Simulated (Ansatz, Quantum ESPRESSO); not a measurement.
# Conductance against width: vacuum gaps between two Li(100) faces, part 4 of 5

Aim: how the conductance falls as the barrier grows, for vacuum gaps between two Li(100) faces.

Quantum ESPRESSO 7.5; plane-wave DFT, LDA, GBRV ultrasoft pseudopotentials; cross-check by Ansatz 0.2.0 with PAW datasets.

So far. Step 6 (Transmission with pwcond.x, 6 Å): T goes from 0.242 to 0.0887, a factor of 2.7. Step 7 (The same in Ansatz, 6 Å): Ansatz finds T = 0.0889 against pwcond's 0.0887.

## 8. Self-consistent run, 7 Å

Level of this step: plane-wave DFT, LDA, GBRV ultrasoft pseudopotentials (Quantum ESPRESSO 7.5).

File j2.scf.in:

```
&control
  prefix = 'j2.scf'
  outdir = './out'
  pseudo_dir = './pseudo'
  calculation = 'scf'
  tprnfor = .true.
/
&system
  ibrav = 0
  nat = 16
  ntyp = 1
  ecutwfc = 40
  ecutrho = 200
  occupations = 'smearing'
  smearing = 'mv'
  degauss = 0.01
/
&electrons
  conv_thr = 1e-07
  mixing_beta = 0.25
  electron_maxstep = 120
  mixing_mode = 'local-TF'
/
ATOMIC_SPECIES
  Li  6.9400  li_lda_v1.4.uspp.F.UPF
CELL_PARAMETERS angstrom
  3.44000000000000 0.00000000000000 0.00000000000000
  0.00000000000000 3.44000000000000 0.00000000000000
  0.00000000000000 0.00000000000000 32.80000000000000
ATOMIC_POSITIONS crystal
  Li  0.000000000000 0.000000000000 0.000000000000
  Li  0.500000000000 0.500000000000 0.052439024390
  Li  0.000000000000 0.000000000000 0.104878048780
  Li  0.500000000000 0.500000000000 0.157317073171
  Li  0.000000000000 0.000000000000 0.209756097561
  Li  0.500000000000 0.500000000000 0.262195121951
  Li  0.000000000000 0.000000000000 0.314634146341
  Li  0.500000000000 0.500000000000 0.367073170732
  Li  0.000000000000 0.000000000000 0.580487804878
  Li  0.500000000000 0.500000000000 0.632926829268
  Li  0.000000000000 0.000000000000 0.685365853659
  Li  0.500000000000 0.500000000000 0.737804878049
  Li  0.000000000000 0.000000000000 0.790243902439
  Li  0.500000000000 0.500000000000 0.842682926829
  Li  0.000000000000 0.000000000000 0.895121951220
  Li  0.500000000000 0.500000000000 0.947560975610
K_POINTS automatic
  7 7 1 0 0 0
```

Command:

```sh
$ OMP_NUM_THREADS=1 mpirun -n 4 pw.x -nk 2 -in j2.scf.in > j2.scf.out
```

Log:

```text
[banner, memory and clock lines left out]
Program PWSCF v.7.5 starts
[...]
Message from routine setup:
[...]
number of electrons       =        48.00
     number of Kohn-Sham states=           29
     kinetic-energy cutoff     =      40.0000  Ry
     charge density cutoff     =     200.0000  Ry
[...]
number of k points=    10  Marzari-Vanderbilt smearing, width (Ry)=  0.0100
[...]
Dense  grid:   125287 G-vectors     FFT dimensions: (  30,  30, 288)
[...]
Starting wfcs are   80 randomized atomic wfcs
[...]
estimated scf accuracy    <       3.20999987 Ry
[...]
estimated scf accuracy    <       2.13998773 Ry
[...]
estimated scf accuracy    <       0.14392698 Ry
[...]
estimated scf accuracy    <       0.09731096 Ry
[...]
estimated scf accuracy    <       0.01756421 Ry
[...]
estimated scf accuracy    <       0.08119982 Ry
[...]
estimated scf accuracy    <       0.05486702 Ry
[...]
estimated scf accuracy    <       0.03105067 Ry
[...]
estimated scf accuracy    <       0.01807434 Ry
[...]
estimated scf accuracy    <       0.00180294 Ry
[...]
estimated scf accuracy    <       0.00282689 Ry
[...]
estimated scf accuracy    <       0.00103820 Ry
[...]
estimated scf accuracy    <       0.00227065 Ry
[...]
estimated scf accuracy    <       0.00080151 Ry
[...]
estimated scf accuracy    <       0.00064851 Ry
[...]
estimated scf accuracy    <       0.00018342 Ry
[...]
estimated scf accuracy    <       0.00001263 Ry
[...]
estimated scf accuracy    <       0.00000097 Ry
[...]
estimated scf accuracy    <       0.00001397 Ry
[...]
estimated scf accuracy    <       0.00000240 Ry
[...]
estimated scf accuracy    <       0.00001544 Ry
[...]
estimated scf accuracy    <       0.00004528 Ry
[...]
estimated scf accuracy    <       0.00000619 Ry
[...]
estimated scf accuracy    <       0.00001230 Ry
[...]
estimated scf accuracy    <       0.00004646 Ry
[...]
estimated scf accuracy    <       0.00000034 Ry
[...]
estimated scf accuracy    <       0.00000167 Ry
[...]
estimated scf accuracy    <       0.00000027 Ry
[...]
the Fermi energy is     0.2573 ev
!    total energy              =    -228.65096928 Ry
     estimated scf accuracy    <       0.00000008 Ry
     smearing contrib. (-TS)   =       0.00030624 Ry
     internal energy E=F+TS    =    -228.65127552 Ry
[...]
one-electron contribution =    -340.85771828 Ry
     hartree contribution      =     149.60381149 Ry
     xc contribution           =     -50.69716576 Ry
     ewald contribution        =      13.29979703 Ry
     convergence has been achieved in  29 iterations
[...]
Total force =     0.005933     Total SCF correction =     0.000431
[...]
```

Run time: 44 s. Hardware: 4 MPI ranks of Arm Neoverse V2, shared host; peak memory 0.48 GiB.

Numbers from this step:

```
free energy  : -3110.9549 eV
Fermi energy : 0.2573 eV
```

## 9. The open system, 7 Å

File j2.cond.in:

```
&inputcond
  outdir = './out'
  prefixt = 'j2.scf'
  tran_file = 'j2.cond.dat'
  bdl = 2.0000000000
  bds = 9.5348837209
  ikind = 1
  ewind = 4.0
  epsproj = 1e-05
  nz1 = 7
  energy0 = 0.4
  denergy = -0.4
/
15
  0.00000000 0.00000000 0.01562500
  0.00000000 0.12500000 0.06250000
  0.00000000 0.25000000 0.06250000
  0.00000000 0.37500000 0.06250000
  0.00000000 0.50000000 0.03125000
  0.12500000 0.12500000 0.06250000
  0.12500000 0.25000000 0.12500000
  0.12500000 0.37500000 0.12500000
  0.12500000 0.50000000 0.06250000
  0.25000000 0.25000000 0.06250000
  0.25000000 0.37500000 0.12500000
  0.25000000 0.50000000 0.06250000
  0.37500000 0.37500000 0.06250000
  0.37500000 0.50000000 0.06250000
  0.50000000 0.50000000 0.01562500
3
```

Command:

```sh
$ OMP_NUM_THREADS=1 mpirun -n 4 pwcond.x -in j2.cond.in > j2.cond.out
```

Log:

```text
[banner, memory and clock lines left out]
Program PWCOND v.7.5 starts
[citation notice left out]

[...]
./out/j2.scf.save/

     IMPORTANT: XC functional enforced from input :
     Exchange-correlation= PZ
                           (   1   1   0   0   0   0   0)
     Any further DFT definition will be discarded
     Please, verify this is what you really want

     Reading collected, re-writing distributed wavefunctions

===== INPUT FILE containing all the regions =====

     GEOMETRY:

     lattice parameter (alat)  =       6.5007  a.u.
[...]
Nchannels of the left tip =            0
 Right moving states:
   k1(2pi/a)   k2(2pi/a)   E-Ef (eV)
 Left moving states:
   k1(2pi/a)   k2(2pi/a)   E-Ef (eV)

 to transmit
          E-Ef(ev), T =    0.0000000   0.0000000
---  E-Ef =   -0.4000000  k =    0.5000000   0.5000000
---  ie =          3  ik =         15
 Nchannels of the left tip =            0
 Right moving states:
   k1(2pi/a)   k2(2pi/a)   E-Ef (eV)
 Left moving states:
   k1(2pi/a)   k2(2pi/a)   E-Ef (eV)

 to transmit
          E-Ef(ev), T =   -0.4000000   0.0000000
   T_tot     0.40000      0.95312E-01
   T_tot     0.00000      0.47450E-01
   T_tot    -0.40000      0.21543E-01

[...]
```

Run time: 23 s. Hardware: 4 MPI ranks; peak memory 0.23 GiB.

Read from the output:

- transmission at the Fermi level, one spin: 0.02373
- conductance: 0.02373 G₀

Per spin; mean over the k mesh across the current. Transmission, zone mean against energy, zero at the Fermi level:

```
energy (eV)  transmission, zone mean
     -0.400                   0.0108
      0.000                   0.0237
      0.400                   0.0477
```

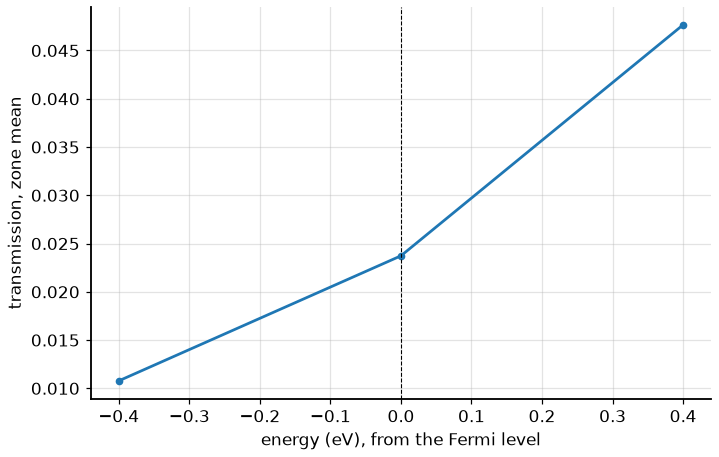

Transmission, zone mean against energy.

At 0.000 eV; k in fractions of b1, b2. Transmission by k point:

```
   k1     k2   weight         t  channels
    0      0  0.01562      0.18         1
    0  0.125   0.0625    0.1295         1
    0   0.25   0.0625   0.04098         1
    0  0.375   0.0625  0.005545         1
    0    0.5  0.03125   3.39e-4         2
0.125  0.125   0.0625   0.08974         1
0.125   0.25    0.125   0.02617         1
0.125  0.375    0.125  0.003336         1
0.125    0.5   0.0625   2.48e-4         2
 0.25   0.25   0.0625  0.007507         1
 0.25  0.375    0.125   8.29e-4         1
 0.25    0.5   0.0625   5.92e-5         2
0.375  0.375   0.0625   1.19e-4         1
0.375    0.5   0.0625   5.30e-6         2
  0.5    0.5  0.01562         0         0
```

T goes from 0.0887 to 0.0237, a factor of 3.7.

## 10. Cross-check with Ansatz, 7 Å

Level of this step: plane-wave DFT, LDA, Ansatz PAW (Ansatz 0.2.0).

File input.yaml:

```yaml
crystal:
  lattice:
    - [3.44, 0.0, 0.0]
    - [0.0, 3.44, 0.0]
    - [0.0, 0.0, 32.8]
  atoms:
    - { symbol: Li, position: [0.0, 0.0, 0.0] }
    - { symbol: Li, position: [0.5, 0.5, 0.0524390244] }
    - { symbol: Li, position: [0.0, 0.0, 0.1048780488] }
    - { symbol: Li, position: [0.5, 0.5, 0.1573170732] }
    - { symbol: Li, position: [0.0, 0.0, 0.2097560976] }
    - { symbol: Li, position: [0.5, 0.5, 0.262195122] }
    - { symbol: Li, position: [0.0, 0.0, 0.3146341463] }
    - { symbol: Li, position: [0.5, 0.5, 0.3670731707] }
    - { symbol: Li, position: [0.0, 0.0, 0.5804878049] }
    - { symbol: Li, position: [0.5, 0.5, 0.6329268293] }
    - { symbol: Li, position: [0.0, 0.0, 0.6853658537] }
    - { symbol: Li, position: [0.5, 0.5, 0.737804878] }
    - { symbol: Li, position: [0.0, 0.0, 0.7902439024] }
    - { symbol: Li, position: [0.5, 0.5, 0.8426829268] }
    - { symbol: Li, position: [0.0, 0.0, 0.8951219512] }
    - { symbol: Li, position: [0.5, 0.5, 0.9475609756] }
kpoints:
  mp_grid: { grid: [7, 7, 1] }
hamiltonian:
  xc: lda
scf:
  occupations: { method: fermi_dirac, width: 0.1 }
  convergence: { dr2_threshold: 1.0e-08 }
output:
  transmission: { leads: [[0, 2]], e_range: [-0.4, 0.4], de: 0.4, kmesh: [8, 8] }
  write_potential: true
  write_density: true
  volumetric_format: npy
  elf: true
```

Command:

```sh
$ ansatz run input.yaml --threads 4 --pin off --max-ram 8192MiB --backend cpu --events-out ev --progress --plain --runs-dir out
```

Log:

```text
[...]
Crystal: 16 atoms, lattice volume = 388.142 Å³
Basis set: ecut = 420 eV, 7577 PW (Γ)
Bands: 40, of which v1, the nominal top of the filled ones, is band 24 counted from 1 (23 counted from 0)
Symmetry: 16 space group operations
[...]
k-points: 10 of 49
[...]
k-point 9: bands = [... 20 lower, 0.7278, 0.8508, 0.9579, 1.0522, 1.3385, 1.3493, 1.7187, 1.7894, ... 12 higher]
--- Transmission ---
  basis      : 101 plane waves across, 42 finite elements along
  points     : 15, standing for a mesh of 8 x 8
[...]
channels       : 1.203125e0 a spin
[...]
slowest decay  : 0.2457 /Å at (0.5000, 0.5000)
  junction   : crystal 0 to crystal 0, -0.16 to 29.20 Å
    transmission   : 2.356888e-2 a spin
[...]
[key lines of the parts left out:]
SCF converged after 7 iterations
Free energy (F): -3225.478301 eV
Fermi energy:    0.334571 eV
```

Run time: 12 s. Hardware: 4 threads; peak memory 0.77 GiB; 40 s of CPU time.

Read from the output:

```
free energy                                  : -3225.4783 eV
energy at zero smearing                      : -3225.3296 eV
smearing term TS                             : 0.2973 eV
Fermi energy                                 : 0.3346 eV
transmission at the Fermi level, one spin    : 0.02357
step of the lead's Hamiltonian over a period : 11.7 meV
```

Per spin; mean over the k mesh across the current. The transmission, zone mean by energy, zero at the Fermi level:

```
energy (eV)  transmission, zone mean
     -0.400                   0.0107
      0.000                   0.0236
      0.400                   0.0473
```

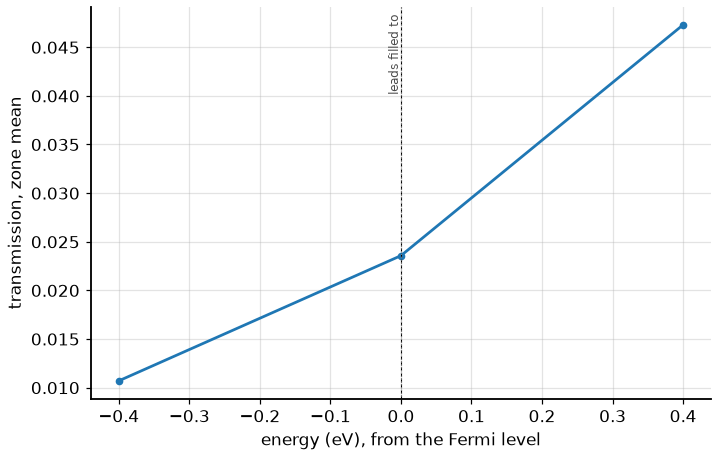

Transmission, zone mean, plotted against energy.

Ansatz finds T = 0.0236 against pwcond's 0.0237.

## 11. Ground state, 8 Å

Level of this step: plane-wave DFT, LDA, GBRV ultrasoft pseudopotentials (Quantum ESPRESSO 7.5).

File j3.scf.in:

```
&control
  prefix = 'j3.scf'
  outdir = './out'
  pseudo_dir = './pseudo'
  calculation = 'scf'
  tprnfor = .true.
/
&system
  ibrav = 0
  nat = 16
  ntyp = 1
  ecutwfc = 40
  ecutrho = 200
  occupations = 'smearing'
  smearing = 'mv'
  degauss = 0.01
/
&electrons
  conv_thr = 1e-07
  mixing_beta = 0.25
  electron_maxstep = 120
  mixing_mode = 'local-TF'
/
ATOMIC_SPECIES
  Li  6.9400  li_lda_v1.4.uspp.F.UPF
CELL_PARAMETERS angstrom
  3.44000000000000 0.00000000000000 0.00000000000000
  0.00000000000000 3.44000000000000 0.00000000000000
  0.00000000000000 0.00000000000000 33.80000000000000
ATOMIC_POSITIONS crystal
  Li  0.000000000000 0.000000000000 0.000000000000
  Li  0.500000000000 0.500000000000 0.050887573964
  Li  0.000000000000 0.000000000000 0.101775147929
  Li  0.500000000000 0.500000000000 0.152662721893
  Li  0.000000000000 0.000000000000 0.203550295858
  Li  0.500000000000 0.500000000000 0.254437869822
  Li  0.000000000000 0.000000000000 0.305325443787
  Li  0.500000000000 0.500000000000 0.356213017751
  Li  0.000000000000 0.000000000000 0.592899408284
  Li  0.500000000000 0.500000000000 0.643786982249
  Li  0.000000000000 0.000000000000 0.694674556213
  Li  0.500000000000 0.500000000000 0.745562130178
  Li  0.000000000000 0.000000000000 0.796449704142
  Li  0.500000000000 0.500000000000 0.847337278107
  Li  0.000000000000 0.000000000000 0.898224852071
  Li  0.500000000000 0.500000000000 0.949112426036
K_POINTS automatic
  7 7 1 0 0 0
```

Command:

```sh
$ OMP_NUM_THREADS=1 mpirun -n 4 pw.x -nk 2 -in j3.scf.in > j3.scf.out
```

Log:

```text
[banner, memory and clock lines left out]
Program PWSCF v.7.5 starts
[...]
Message from routine setup:
[...]
number of electrons       =        48.00
     number of Kohn-Sham states=           29
     kinetic-energy cutoff     =      40.0000  Ry
     charge density cutoff     =     200.0000  Ry
[...]
number of k points=    10  Marzari-Vanderbilt smearing, width (Ry)=  0.0100
[...]
Dense  grid:   129079 G-vectors     FFT dimensions: (  30,  30, 288)
[...]
Starting wfcs are   80 randomized atomic wfcs
[...]
estimated scf accuracy    <       3.21668471 Ry
[...]
estimated scf accuracy    <       2.14614642 Ry
[...]
estimated scf accuracy    <       0.14012914 Ry
[...]
estimated scf accuracy    <       0.23710124 Ry
[...]
estimated scf accuracy    <       1.15298171 Ry
[...]
estimated scf accuracy    <       0.59058113 Ry
[...]
estimated scf accuracy    <       0.16170305 Ry
[...]
estimated scf accuracy    <       0.10703148 Ry
[...]
estimated scf accuracy    <       0.03072435 Ry
[...]
estimated scf accuracy    <       0.01335241 Ry
[...]
estimated scf accuracy    <       0.01016050 Ry
[...]
estimated scf accuracy    <       0.01087454 Ry
[...]
estimated scf accuracy    <       0.00758882 Ry
[...]
estimated scf accuracy    <       0.00047063 Ry
[...]
estimated scf accuracy    <       0.00047554 Ry
[...]
estimated scf accuracy    <       0.00012676 Ry
[...]
estimated scf accuracy    <       0.00009165 Ry
[...]
estimated scf accuracy    <       0.00034932 Ry
[...]
estimated scf accuracy    <       0.00005988 Ry
[...]
estimated scf accuracy    <       0.00003479 Ry
[...]
estimated scf accuracy    <       0.00001285 Ry
[...]
estimated scf accuracy    <       0.00000264 Ry
[...]
estimated scf accuracy    <       0.00000017 Ry
[...]
estimated scf accuracy    <       0.00000037 Ry
[...]
estimated scf accuracy    <       0.00000035 Ry
[...]
the Fermi energy is     0.1607 ev
!    total energy              =    -228.65071738 Ry
     estimated scf accuracy    <       0.00000004 Ry
     smearing contrib. (-TS)   =       0.00024896 Ry
     internal energy E=F+TS    =    -228.65096634 Ry
[...]
one-electron contribution =    -409.46510310 Ry
     hartree contribution      =     183.73627498 Ry
     xc contribution           =     -50.69758846 Ry
     ewald contribution        =      47.77545024 Ry
     convergence has been achieved in  26 iterations
[...]
Total force =     0.005762     Total SCF correction =     0.000236
[...]
```

Elapsed: 39 s, on 4 MPI ranks; peak memory 0.49 GiB; 2.6 min of CPU time.

This step gave:

| Item | Value |
| --- | --- |
| free energy | -3110.9515 eV |
| Fermi energy | 0.1607 eV |

## 12. Transmission with pwcond.x, 8 Å

j3.cond.in, as its differences from the input of step 9:

```diff
@@ -2,6 +2,6 @@
   outdir = './out'
-  prefixt = 'j2.scf'
-  tran_file = 'j2.cond.dat'
+  prefixt = 'j3.scf'
+  tran_file = 'j3.cond.dat'
   bdl = 2.0000000000
-  bds = 9.5348837209
+  bds = 9.8255813953
   ikind = 1
```

Command:

```sh
$ OMP_NUM_THREADS=1 mpirun -n 4 pwcond.x -in j3.cond.in > j3.cond.out
```

Log:

```text
[banner, memory and clock lines left out]
Program PWCOND v.7.5 starts
[citation notice left out]

[...]
./out/j3.scf.save/

     IMPORTANT: XC functional enforced from input :
     Exchange-correlation= PZ
                           (   1   1   0   0   0   0   0)
     Any further DFT definition will be discarded
     Please, verify this is what you really want

     Reading collected, re-writing distributed wavefunctions

===== INPUT FILE containing all the regions =====

     GEOMETRY:

     lattice parameter (alat)  =       6.5007  a.u.
[...]
Nchannels of the left tip =            0
 Right moving states:
   k1(2pi/a)   k2(2pi/a)   E-Ef (eV)
 Left moving states:
   k1(2pi/a)   k2(2pi/a)   E-Ef (eV)

 to transmit
          E-Ef(ev), T =    0.0000000   0.0000000
---  E-Ef =   -0.4000000  k =    0.5000000   0.5000000
---  ie =          3  ik =         15
 Nchannels of the left tip =            0
 Right moving states:
   k1(2pi/a)   k2(2pi/a)   E-Ef (eV)
 Left moving states:
   k1(2pi/a)   k2(2pi/a)   E-Ef (eV)

 to transmit
          E-Ef(ev), T =   -0.4000000   0.0000000
   T_tot     0.40000      0.22798E-01
   T_tot     0.00000      0.98408E-02
   T_tot    -0.40000      0.38735E-02

[...]
```

Wall time 25 s (4 MPI ranks); peak memory 0.23 GiB.

This step gave:

```
transmission at the Fermi level, one spin : 0.004920
conductance                               : 0.004920 G₀
```

Per spin; mean over the k mesh across the current. Table of transmission, zone mean by energy, zero at the Fermi level:

```
energy (eV)  transmission, zone mean
     -0.400                  0.00194
      0.000                  0.00492
      0.400                   0.0114
```

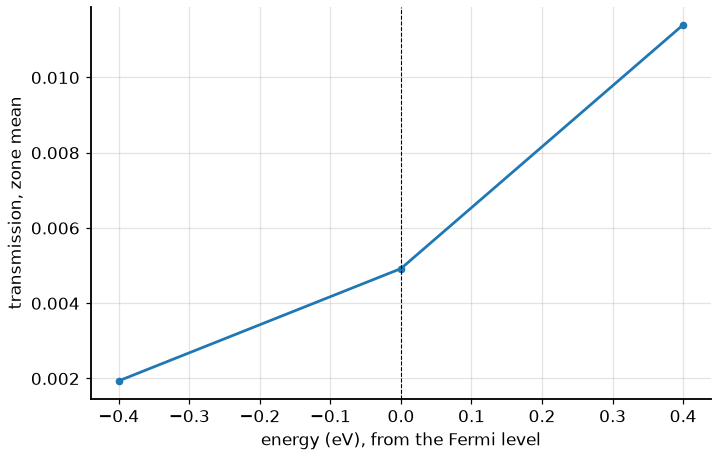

Transmission, zone mean against energy.

T goes from 0.0237 to 0.00492, a factor of 4.8.

## 13. The same in Ansatz, 8 Å

Level of this step: plane-wave DFT, LDA, Ansatz PAW (Ansatz 0.2.0).

File input.yaml:

```yaml
crystal:
  lattice:
    - [3.44, 0.0, 0.0]
    - [0.0, 3.44, 0.0]
    - [0.0, 0.0, 33.8]
  atoms:
    - { symbol: Li, position: [0.0, 0.0, 0.0] }
    - { symbol: Li, position: [0.5, 0.5, 0.050887574] }
    - { symbol: Li, position: [0.0, 0.0, 0.1017751479] }
    - { symbol: Li, position: [0.5, 0.5, 0.1526627219] }
    - { symbol: Li, position: [0.0, 0.0, 0.2035502959] }
    - { symbol: Li, position: [0.5, 0.5, 0.2544378698] }
    - { symbol: Li, position: [0.0, 0.0, 0.3053254438] }
    - { symbol: Li, position: [0.5, 0.5, 0.3562130178] }
    - { symbol: Li, position: [0.0, 0.0, 0.5928994083] }
    - { symbol: Li, position: [0.5, 0.5, 0.6437869822] }
    - { symbol: Li, position: [0.0, 0.0, 0.6946745562] }
    - { symbol: Li, position: [0.5, 0.5, 0.7455621302] }
    - { symbol: Li, position: [0.0, 0.0, 0.7964497041] }
    - { symbol: Li, position: [0.5, 0.5, 0.8473372781] }
    - { symbol: Li, position: [0.0, 0.0, 0.8982248521] }
    - { symbol: Li, position: [0.5, 0.5, 0.949112426] }
kpoints:
  mp_grid: { grid: [7, 7, 1] }
hamiltonian:
  xc: lda
scf:
  occupations: { method: fermi_dirac, width: 0.1 }
  convergence: { dr2_threshold: 1.0e-08 }
output:
  transmission: { leads: [[0, 2]], e_range: [-0.4, 0.4], de: 0.4, kmesh: [8, 8] }
  write_potential: true
  write_density: true
  volumetric_format: npy
```

Command:

```sh
$ ansatz run input.yaml --threads 4 --pin off --max-ram 8192MiB --backend cpu --events-out ev --progress --plain --runs-dir out
```

Log:

```text
[...]
Crystal: 16 atoms, lattice volume = 399.976 Å³
Basis set: ecut = 420 eV, 7805 PW (Γ)
Bands: 40, of which v1, the nominal top of the filled ones, is band 24 counted from 1 (23 counted from 0)
Symmetry: 16 space group operations
[...]
k-points: 10 of 49
[...]
k-point 9: bands = [... 20 lower, 0.6298, 0.7527, 0.8604, 0.9543, 1.2402, 1.2501, 1.6210, 1.6926, ... 12 higher]
--- Transmission ---
  basis      : 101 plane waves across, 43 finite elements along
  points     : 15, standing for a mesh of 8 x 8
[...]
channels       : 1.203125e0 a spin
[...]
slowest decay  : 0.2461 /Å at (0.5000, 0.5000)
  junction   : crystal 0 to crystal 0, -0.16 to 30.20 Å
    transmission   : 4.981658e-3 a spin
[...]
[key lines of the parts left out:]
SCF converged after 7 iterations
Free energy (F): -3225.474699 eV
Fermi energy:    0.236048 eV
```

Wall time 13 s (4 threads); peak memory 0.79 GiB; 43 s of CPU time.

Read from the output:

* free energy: -3225.4747 eV
* energy at zero smearing: -3225.3265 eV
* smearing term TS: 0.2964 eV
* Fermi energy: 0.2360 eV
* transmission at the Fermi level, one spin: 0.004982

Per spin; mean over the k mesh across the current. Transmission, zone mean against energy, zero at the Fermi level:

```
energy (eV)  transmission, zone mean
     -0.400                  0.00196
      0.000                  0.00498
      0.400                   0.0116
```

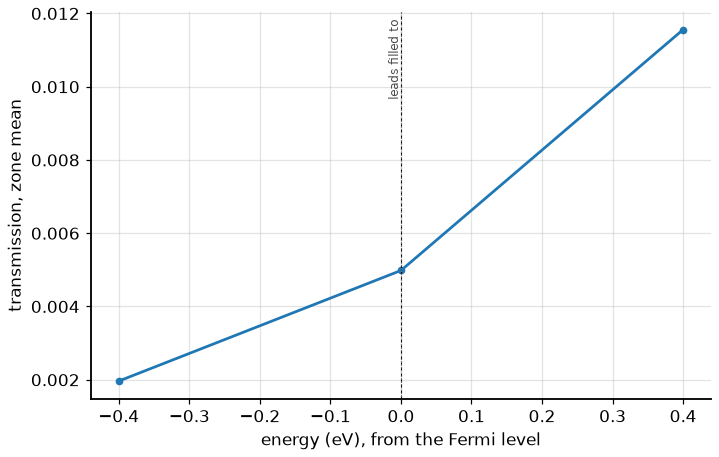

Transmission, zone mean against energy.

Ansatz finds T = 0.00498 against pwcond's 0.00492.

(Part 4 of 5 ends here.)

[Logs are printed without paths, hosts, clocks, repeated set-up lines and the standing remarks that a program may print on its own settings, such as how far it seeks lower states.]

[Hosts, paths, dates, database ids (printed as entryN), source tags and the programs' standing remarks are cut or masked in the printed files.]

[Maps of the electrostatic potential energy from Ansatz leave out the sawtooth potential of an applied field or a dipole correction, so their vacuum need not be flat; planar profiles and work functions include it.]
